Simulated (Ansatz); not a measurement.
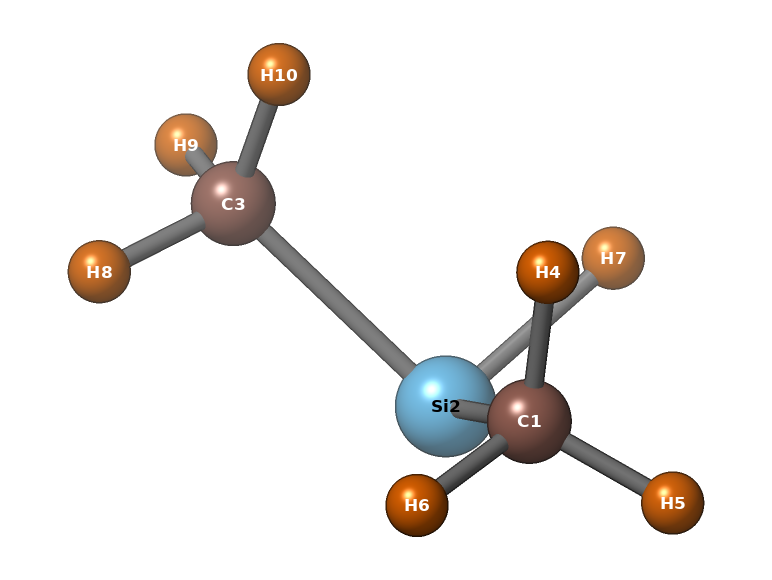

Si2 lies behind C1. The molecule seen a little off the C1–Si2 bond, C1 in front. Depth is shown by fading: the farther an atom, the more it takes the colour of the background. The species has charge −1 and is a spin singlet. The computed structure is the end point of a PBE0-D4/def2-TZVPD optimisation. No frequency run is at hand to confirm it as a minimum.

**What is the torsion angle H4–C1–Si2–C3? The sign is positive where the front bond must turn clockwise to cover the back bond.**

−46°, synclinal (gauche).
